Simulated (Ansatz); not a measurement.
**CH7BO2Si2: geometry relaxation (part 2 of 2)**

Continued. System: CH7BO2Si2. Method: RKS PBE0-D4/def2-SVP (Ansatz 0.2.0). It belongs to a series of runs on one base structure; here: end point A relaxed.

Geometry of the input (Å):
```
O  0.6021  -1.7761  2.0388
C  0.1651  -0.4550  1.6070
Si 0.8586  -0.0829  -0.0933
Si -0.2634  -0.5427  -1.6654
B  -0.1417  1.3495  -1.0499
O  -0.5036  2.7804  -1.1656
H  0.0150  -2.3725  1.5289
H  -0.9016  -0.3478  1.5689
H  0.5623  0.3135  2.3700
H  2.3496  0.0008  -0.2412
H  -1.6858  -1.0743  -1.3254
H  0.3076  -0.7272  -2.9629
H  -1.3439  2.8994  -0.5951
```

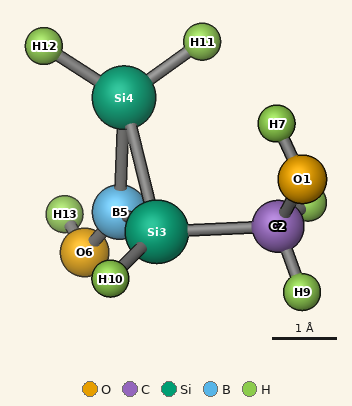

Fig. 1: The geometry at step 17 of the log (ball-and-stick view, seen at a tilt; atoms are numbered from 1 in the order of the input).

Trajectory as extended XYZ, continued:
```
13
Properties=species:S:1:pos:R:3:forces:R:3 step=8 energy=-21653.23976
O     0.4583   -1.8487    2.0432   -0.1156   0.4101  -0.4100
C     0.2539   -0.4862    1.7189    0.0145  -0.0857   0.1903
Si    1.0143    0.1030    0.0544    0.0531  -0.2476  -0.0117
Si   -0.4852   -0.4146   -1.6907    0.1587  -0.0086   0.1468
B    -0.1582    1.4275   -0.8908   -0.2157   0.1948  -0.0107
O    -0.5283    2.7161   -0.9294   -0.8238  -0.1243  -0.0829
H     0.0879   -2.3670    1.3178    0.0579  -0.0270   0.0518
H    -0.8179   -0.1976    1.7177   -0.0070  -0.0645   0.0469
H     0.7153    0.1004    2.5292    0.0236   0.0381   0.0112
H     2.4963   -0.0467   -0.0131    0.0454  -0.0212  -0.0303
H    -1.6931   -1.2475   -1.3978   -0.0008  -0.0490  -0.0666
H     0.0740   -0.6041   -3.0680   -0.0952   0.0016   0.0331
H    -1.3970    2.8305   -1.3765    0.9049  -0.0167   0.1320
13
Properties=species:S:1:pos:R:3:forces:R:3 step=9 energy=-21653.28717
O     0.4416   -1.8424    2.0231    0.0213   0.2086  -0.1563
C     0.2459   -0.4731    1.7387    0.0554  -0.2599  -0.0793
Si    1.0185    0.0981    0.0681   -0.1572  -0.0526   0.0713
Si   -0.4772   -0.4270   -1.6647   -0.0242   0.0184   0.1170
B    -0.1932    1.4176   -0.8494   -0.0313   0.1374  -0.1007
O    -0.5488    2.7092   -0.9014   -0.4999  -0.1296  -0.2218
H     0.1169   -2.3479    1.2669    0.0260   0.0631   0.0638
H    -0.8286   -0.1982    1.7605    0.0194   0.0897  -0.0613
H     0.7185    0.1051    2.5485    0.0367  -0.0243   0.0423
H     2.4996   -0.0632   -0.0469   -0.0155   0.0160   0.0718
H    -1.6788   -1.2828   -1.4144    0.0023  -0.0411  -0.0040
H     0.0475   -0.5774   -3.0561   -0.0005   0.0104  -0.0149
H    -1.3416    2.8470   -1.4581    0.5675  -0.0360   0.2721
13
Properties=species:S:1:pos:R:3:forces:R:3 step=10 energy=-21653.28564 accepted=F
O     0.4936   -1.8607    1.9546    0.0280   0.0487  -0.0901
C     0.2375   -0.4964    1.7332   -0.0698   0.0449   0.0455
Si    0.9880    0.1387    0.0846    0.1248  -0.0600   0.0974
Si   -0.5084   -0.4321   -1.6166    0.0938   0.0180  -0.2140
B    -0.1824    1.4468   -0.8943   -0.2954  -0.0723   0.3655
O    -0.5414    2.7341   -0.9281    0.0520  -0.0043  -0.2653
H     0.1689   -2.3447    1.1861    0.0110  -0.0135   0.0121
H    -0.8448   -0.2603    1.7705   -0.0214   0.0576  -0.0230
H     0.6943    0.0638    2.5653    0.0309  -0.0088   0.0056
H     2.4732   -0.0138    0.0547    0.0085  -0.0058  -0.0604
H    -1.6800   -1.3168   -1.3092   -0.0093   0.0845  -0.0171
H    -0.0260   -0.6011   -3.0237    0.0051  -0.0762   0.0181
H    -1.2523    2.9075   -1.5623    0.0418  -0.0128   0.1257
13
Properties=species:S:1:pos:R:3:forces:R:3 step=11 energy=-21653.30396
O     0.4589   -1.8485    1.9810   -0.0217   0.0567  -0.0659
C     0.2462   -0.4786    1.7385    0.0407  -0.0879  -0.0598
Si    1.0022    0.1136    0.0770   -0.0199  -0.0231   0.1076
Si   -0.4915   -0.4347   -1.6432   -0.0026  -0.0026  -0.0066
B    -0.2079    1.4200   -0.8538   -0.0113   0.0371   0.0144
O    -0.5493    2.7118   -0.9065   -0.2475  -0.0091  -0.2180
H     0.1299   -2.3349    1.2152    0.0184   0.0217   0.0390
H    -0.8272   -0.2019    1.7681   -0.0146   0.0291   0.0064
H     0.7255    0.0795    2.5597    0.0100  -0.0058  -0.0003
H     2.4867   -0.0366    0.0037   -0.0077   0.0157  -0.0076
H    -1.6825   -1.3035   -1.3796    0.0070  -0.0094  -0.0013
H     0.0259   -0.5939   -3.0380   -0.0106  -0.0018   0.0014
H    -1.2967    2.8730   -1.5073    0.2597  -0.0208   0.1908
13
Properties=species:S:1:pos:R:3:forces:R:3 step=12 energy=-21653.30841
O     0.4160   -1.8708    1.9426    0.0194   0.0275  -0.0306
C     0.2499   -0.4895    1.7477    0.0267  -0.0086   0.0210
Si    0.9960    0.1402    0.1009   -0.0178  -0.0461   0.0000
Si   -0.4859   -0.4441   -1.6242   -0.0051  -0.0070  -0.0060
B    -0.2265    1.4205   -0.8501   -0.0370  -0.0005   0.0278
O    -0.5548    2.7123   -0.9361    0.0441   0.0258   0.0086
H     0.1049   -2.3171    1.1467   -0.0098  -0.0125  -0.0010
H    -0.8110   -0.1714    1.8142   -0.0021   0.0145  -0.0046
H     0.7724    0.0245    2.5726   -0.0260  -0.0052   0.0004
H     2.4825    0.0175    0.0218    0.0008   0.0143  -0.0033
H    -1.6606   -1.3328   -1.3467    0.0192   0.0207   0.0143
H     0.0156   -0.6103   -3.0234    0.0047  -0.0030  -0.0036
H    -1.2781    2.8861   -1.5512   -0.0171  -0.0199  -0.0229
13
Properties=species:S:1:pos:R:3:forces:R:3 step=13 energy=-21653.30892
O     0.4184   -1.8746    1.9307    0.0253  -0.0178   0.0515
C     0.2469   -0.4935    1.7444   -0.0038  -0.0421  -0.0633
Si    0.9955    0.1406    0.0999    0.0038   0.0452  -0.0139
Si   -0.4871   -0.4417   -1.6249   -0.0047  -0.0165   0.0354
B    -0.2285    1.4207   -0.8475    0.0147  -0.0235   0.0796
O    -0.5332    2.7168   -0.9490   -0.0464   0.0396  -0.0123
H     0.0919   -2.3246    1.1435   -0.0113   0.0182  -0.0214
H    -0.8156   -0.1796    1.8051   -0.0028   0.0080   0.0041
H     0.7615    0.0176    2.5755   -0.0073   0.0017  -0.0082
H     2.4841    0.0514    0.0286    0.0134  -0.0117   0.0004
H    -1.6361   -1.3488   -1.3072   -0.0096   0.0179  -0.0093
H    -0.0107   -0.6103   -3.0318    0.0038  -0.0158  -0.0116
H    -1.2670    2.8911   -1.5524    0.0250  -0.0034  -0.0311
13
Properties=species:S:1:pos:R:3:forces:R:3 step=14 energy=-21653.31110
O     0.4244   -1.8839    1.9151    0.0209  -0.0222   0.0529
C     0.2456   -0.5024    1.7414    0.0053  -0.0169  -0.0371
Si    0.9959    0.1529    0.1069   -0.0197   0.0388   0.0078
Si   -0.4913   -0.4401   -1.6087    0.0026  -0.0050  -0.0085
B    -0.2350    1.4265   -0.8397    0.0128   0.0248   0.0487
O    -0.5290    2.7245   -0.9640   -0.0035  -0.0176  -0.0007
H     0.1008   -2.3288    1.1238   -0.0092   0.0233  -0.0222
H    -0.8185   -0.1934    1.8020   -0.0030  -0.0006  -0.0007
H     0.7539    0.0040    2.5792   -0.0054  -0.0047  -0.0019
H     2.4853    0.0728    0.0361    0.0057  -0.0124  -0.0007
H    -1.6419   -1.3413   -1.2792    0.0063   0.0089   0.0009
H    -0.0193   -0.6224   -3.0159   -0.0162  -0.0067  -0.0120
H    -1.2504    2.8968   -1.5822    0.0036  -0.0098  -0.0265
13
Properties=species:S:1:pos:R:3:forces:R:3 step=15 energy=-21653.31465
O     0.4424   -1.9129    1.8702    0.0104  -0.0115   0.0593
C     0.2385   -0.5307    1.7372    0.0068   0.0033  -0.0091
Si    0.9935    0.1926    0.1338   -0.0232   0.0371   0.0306
Si   -0.4955   -0.4305   -1.5690   -0.0383   0.0144  -0.1011
B    -0.2512    1.4459   -0.8182   -0.0355   0.1596  -0.0297
O    -0.5064    2.7474   -1.0181    0.0503  -0.1692   0.0019
H     0.1267   -2.3424    1.0667   -0.0034   0.0473  -0.0145
H    -0.8318   -0.2404    1.7942    0.0092  -0.0239  -0.0140
H     0.7240   -0.0399    2.5984    0.0023  -0.0247  -0.0176
H     2.4853    0.1386    0.0646   -0.0118  -0.0008   0.0165
H    -1.6263   -1.3331   -1.1727    0.0436   0.0205   0.0069
H    -0.0856   -0.6407   -2.9944   -0.0315  -0.0021   0.0344
H    -1.1935    2.9112   -1.6777    0.0213  -0.0500   0.0363
13
Properties=species:S:1:pos:R:3:forces:R:3 step=16 energy=-21653.31728
O     0.4601   -1.9284    1.8488    0.0049   0.0049   0.0461
C     0.2321   -0.5483    1.7314   -0.0040   0.0131   0.0006
Si    0.9894    0.2138    0.1459   -0.0050   0.0373   0.0471
Si   -0.5033   -0.4188   -1.5538   -0.0590  -0.0086  -0.1242
B    -0.2561    1.4591   -0.8104   -0.0513   0.1875  -0.0504
O    -0.4808    2.7610   -1.0520    0.0149  -0.2076  -0.0092
H     0.1497   -2.3544    1.0411    0.0001   0.0533  -0.0069
H    -0.8441   -0.2777    1.7803    0.0229  -0.0313  -0.0131
H     0.6989   -0.0602    2.6052   -0.0002  -0.0328  -0.0356
H     2.4833    0.1817    0.0929   -0.0236  -0.0028   0.0103
H    -1.6120   -1.3269   -1.1029    0.0701   0.0458  -0.0072
H    -0.1373   -0.6561   -2.9889   -0.0381   0.0058   0.0697
H    -1.1595    2.9204   -1.7228    0.0683  -0.0646   0.0729
13
Properties=species:S:1:pos:R:3:forces:R:3 step=17 energy=-21653.32065
O     0.4889   -1.9427    1.8319   -0.0036   0.0158   0.0250
C     0.2209   -0.5684    1.7261   -0.0144  -0.0092  -0.0252
Si    0.9794    0.2364    0.1603    0.0162   0.0287   0.0704
Si   -0.5152   -0.3989   -1.5473   -0.1084  -0.0670  -0.0867
B    -0.2653    1.4719   -0.7985   -0.0603   0.2281  -0.0849
O    -0.4470    2.7734   -1.0847   -0.0054  -0.2406  -0.0305
H     0.1915   -2.3673    1.0184    0.0036   0.0411   0.0073
H    -0.8648   -0.3325    1.7604    0.0559  -0.0214  -0.0076
H     0.6613   -0.0768    2.6122   -0.0092  -0.0295  -0.0528
H     2.4751    0.2279    0.1285   -0.0380   0.0074   0.0072
H    -1.5825   -1.3207   -1.0164    0.1042   0.0999  -0.0543
H    -0.2198   -0.6656   -2.9960   -0.0251   0.0096   0.1223
H    -1.1023    2.9285   -1.7802    0.0844  -0.0631   0.1099
13
Properties=species:S:1:pos:R:3:forces:R:3 step=18 energy=-21653.32277
O     0.5083   -1.9512    1.8274   -0.0037   0.0356  -0.0073
C     0.2173   -0.5814    1.7231   -0.0161  -0.0003  -0.0089
Si    0.9711    0.2476    0.1680    0.0049   0.0016   0.0758
Si   -0.5282   -0.3869   -1.5439   -0.0956  -0.0925  -0.0594
B    -0.2685    1.4779   -0.7970   -0.0291   0.2326  -0.1087
O    -0.4180    2.7769   -1.1121   -0.0599  -0.2131   0.0292
H     0.2206   -2.3757    1.0104    0.0053   0.0207   0.0086
H    -0.8725   -0.3657    1.7516    0.0554  -0.0104  -0.0024
H     0.6455   -0.0850    2.6119   -0.0142  -0.0238  -0.0323
H     2.4667    0.2580    0.1497   -0.0318  -0.0056  -0.0093
H    -1.5926   -1.2970   -0.9901    0.1075   0.0763  -0.0431
H    -0.2442   -0.6826   -2.9880   -0.0309   0.0275   0.0974
H    -1.0851    2.9302   -1.7961    0.1082  -0.0487   0.0604
13
Properties=species:S:1:pos:R:3:forces:R:3 step=19 energy=-21653.32589
O     0.5333   -1.9602    1.8227   -0.0089   0.0537  -0.0443
C     0.2114   -0.5966    1.7238   -0.0064  -0.0118  -0.0046
Si    0.9541    0.2637    0.1820   -0.0034  -0.0416   0.0515
Si   -0.5480   -0.3706   -1.5389   -0.0129  -0.0652  -0.0279
B    -0.2782    1.4865   -0.7944   -0.0535   0.2115  -0.0532
O    -0.3992    2.7829   -1.1290   -0.0339  -0.1845  -0.0268
H     0.2611   -2.3821    0.9992    0.0082  -0.0036   0.0153
H    -0.8827   -0.4072    1.7482    0.0402   0.0037   0.0010
H     0.6254   -0.0958    2.6156   -0.0128  -0.0090   0.0032
H     2.4486    0.2835    0.1644   -0.0136   0.0042  -0.0085
H    -1.5844   -1.2860   -0.9549    0.0392   0.0476  -0.0150
H    -0.2870   -0.6822   -2.9800   -0.0120   0.0110   0.0328
H    -1.0342    2.9293   -1.8440    0.0699  -0.0160   0.0766
13
Properties=species:S:1:pos:R:3:forces:R:3 step=20 energy=-21653.32708
O     0.5500   -1.9640    1.8187   -0.0130   0.0330  -0.0320
C     0.2082   -0.6048    1.7293    0.0120  -0.0292  -0.0272
Si    0.9418    0.2695    0.1931   -0.0152  -0.0052   0.0292
Si   -0.5535   -0.3667   -1.5377   -0.0009   0.0205   0.0111
B    -0.2867    1.4886   -0.7931   -0.0169   0.1216  -0.0472
O    -0.3834    2.7814   -1.1445   -0.0342  -0.1194  -0.0095
H     0.2889   -2.3823    0.9897    0.0062  -0.0083   0.0192
H    -0.8877   -0.4309    1.7513    0.0146   0.0055   0.0009
H     0.6121   -0.1044    2.6254   -0.0009   0.0011   0.0111
H     2.4351    0.3009    0.1698    0.0043  -0.0002   0.0003
H    -1.5858   -1.2694   -0.9384   -0.0110  -0.0065   0.0062
H    -0.3127   -0.6784   -2.9794    0.0103  -0.0157  -0.0076
H    -1.0061    2.9256   -1.8695    0.0446   0.0029   0.0453
13
Properties=species:S:1:pos:R:3:forces:R:3 step=21 energy=-21653.32772
O     0.5620   -1.9686    1.8083   -0.0119   0.0278  -0.0160
C     0.2077   -0.6119    1.7310    0.0204  -0.0227  -0.0104
Si    0.9296    0.2787    0.2007   -0.0317  -0.0114   0.0184
Si   -0.5631   -0.3600   -1.5340    0.0386   0.0318   0.0133
B    -0.2969    1.4955   -0.7932    0.0149   0.0531  -0.0356
O    -0.3765    2.7857   -1.1532   -0.0213  -0.0688  -0.0053
H     0.3031   -2.3834    0.9770    0.0024  -0.0039   0.0107
H    -0.8890   -0.4467    1.7562   -0.0037   0.0003  -0.0002
H     0.6078   -0.1156    2.6311    0.0041  -0.0018   0.0112
H     2.4225    0.3136    0.1702    0.0074   0.0093  -0.0002
H    -1.5921   -1.2559   -0.9224   -0.0284  -0.0217   0.0137
H    -0.3103   -0.6968   -2.9674   -0.0065  -0.0062  -0.0205
H    -0.9845    2.9306   -1.8895    0.0157   0.0141   0.0211
13
Properties=species:S:1:pos:R:3:forces:R:3 step=22 energy=-21653.32818
O     0.5696   -1.9729    1.8013   -0.0056   0.0232  -0.0012
C     0.2082   -0.6178    1.7331    0.0098  -0.0171   0.0075
Si    0.9217    0.2842    0.2068   -0.0132   0.0001   0.0053
Si   -0.5657   -0.3576   -1.5327    0.0338   0.0232  -0.0085
B    -0.2993    1.4986   -0.7979    0.0047  -0.0039  -0.0052
O    -0.3703    2.7874   -1.1609   -0.0043  -0.0191   0.0032
H     0.3102   -2.3856    0.9694   -0.0019  -0.0003   0.0001
H    -0.8890   -0.4579    1.7607   -0.0096  -0.0044  -0.0008
H     0.6062   -0.1256    2.6367    0.0068  -0.0026   0.0010
H     2.4144    0.3325    0.1775    0.0053   0.0011  -0.0040
H    -1.5965   -1.2462   -0.9119   -0.0204  -0.0123   0.0145
H    -0.3191   -0.7090   -2.9646   -0.0031  -0.0035  -0.0082
H    -0.9701    2.9348   -1.9026   -0.0022   0.0158  -0.0038
13
Properties=species:S:1:pos:R:3:forces:R:3 step=23 energy=-21653.32847
O     0.5765   -1.9763    1.7953    0.0008   0.0097   0.0114
C     0.2086   -0.6229    1.7368    0.0025  -0.0135   0.0154
Si    0.9126    0.2894    0.2130    0.0051  -0.0016  -0.0059
Si   -0.5647   -0.3551   -1.5351    0.0114  -0.0020  -0.0135
B    -0.3032    1.5008   -0.8031   -0.0020  -0.0325   0.0035
O    -0.3672    2.7890   -1.1660    0.0051   0.0250   0.0098
H     0.3143   -2.3869    0.9632   -0.0044   0.0037  -0.0068
H    -0.8894   -0.4684    1.7689   -0.0059  -0.0034  -0.0021
H     0.6073   -0.1351    2.6426    0.0043  -0.0014  -0.0084
H     2.4055    0.3470    0.1800   -0.0018   0.0014  -0.0006
H    -1.5993   -1.2335   -0.9024   -0.0037   0.0027   0.0030
H    -0.3229   -0.7236   -2.9646   -0.0019   0.0023   0.0113
H    -0.9578    2.9407   -1.9138   -0.0094   0.0096  -0.0169
13
Properties=species:S:1:pos:R:3:forces:R:3 step=24 energy=-21653.32862
O     0.5823   -1.9793    1.7935    0.0028  -0.0007   0.0103
C     0.2096   -0.6272    1.7398   -0.0017  -0.0058   0.0133
Si    0.9060    0.2908    0.2157    0.0014  -0.0011  -0.0007
Si   -0.5639   -0.3543   -1.5386   -0.0019  -0.0106  -0.0116
B    -0.3069    1.5010   -0.8073    0.0000  -0.0262  -0.0003
O    -0.3667    2.7903   -1.1672    0.0028   0.0332   0.0026
H     0.3170   -2.3889    0.9619   -0.0030   0.0040  -0.0057
H    -0.8890   -0.4768    1.7757    0.0016  -0.0012  -0.0009
H     0.6106   -0.1404    2.6452   -0.0004  -0.0004  -0.0086
H     2.3987    0.3594    0.1828   -0.0053  -0.0022  -0.0037
H    -1.6059   -1.2210   -0.8995    0.0109   0.0074  -0.0036
H    -0.3235   -0.7347   -2.9654   -0.0020   0.0029   0.0151
H    -0.9478    2.9460   -1.9219   -0.0051   0.0009  -0.0064
13
Properties=species:S:1:pos:R:3:forces:R:3 step=25 energy=-21653.32871
O     0.5876   -1.9823    1.7944    0.0017  -0.0056   0.0017
C     0.2103   -0.6315    1.7444   -0.0067   0.0019   0.0019
Si    0.8967    0.2913    0.2182    0.0078  -0.0028  -0.0048
Si   -0.5627   -0.3521   -1.5451   -0.0076  -0.0144   0.0028
B    -0.3110    1.5026   -0.8130   -0.0048  -0.0100   0.0005
O    -0.3674    2.7940   -1.1671   -0.0053   0.0191  -0.0110
H     0.3185   -2.3912    0.9635    0.0001   0.0022  -0.0004
H    -0.8888   -0.4848    1.7855    0.0080   0.0001   0.0009
H     0.6150   -0.1443    2.6479   -0.0038   0.0010  -0.0050
H     2.3890    0.3660    0.1804   -0.0054   0.0025  -0.0003
H    -1.6059   -1.2117   -0.8974    0.0084   0.0144  -0.0112
H    -0.3219   -0.7456   -2.9680   -0.0003   0.0014   0.0118
H    -0.9390    2.9547   -1.9286    0.0079  -0.0098   0.0131
13
Properties=species:S:1:pos:R:3:forces:R:3 step=26 energy=-21653.32876
O     0.5883   -1.9824    1.7967    0.0000  -0.0030  -0.0029
C     0.2108   -0.6317    1.7451   -0.0020   0.0054  -0.0004
Si    0.8966    0.2898    0.2176   -0.0022  -0.0074   0.0007
Si   -0.5615   -0.3528   -1.5464   -0.0080  -0.0079   0.0043
B    -0.3109    1.5018   -0.8134   -0.0001   0.0092  -0.0116
O    -0.3683    2.7940   -1.1657   -0.0086   0.0047  -0.0039
H     0.3191   -2.3919    0.9661    0.0015   0.0004   0.0017
H    -0.8882   -0.4851    1.7864    0.0067   0.0007   0.0001
H     0.6159   -0.1429    2.6474   -0.0030  -0.0002   0.0002
H     2.3886    0.3658    0.1783   -0.0025   0.0005  -0.0001
H    -1.6111   -1.2069   -0.9028    0.0071   0.0053  -0.0031
H    -0.3184   -0.7477   -2.9679    0.0009   0.0021   0.0025
H    -0.9406    2.9551   -1.9265    0.0103  -0.0099   0.0124
```

Key numbers:

```csv
quantity,value
outcome,converged
total energy,−21653.3288 eV
mean-field energy,−21653.0624 eV
largest force (length of the vector) at the end,0.019 eV/Å
hardware,"2 threads of AMD EPYC (Zen 3), 16 GiB of memory available, shared host"
wall time,2 min (CPU time 3.9 min)
peak memory,0.32 GiB
```
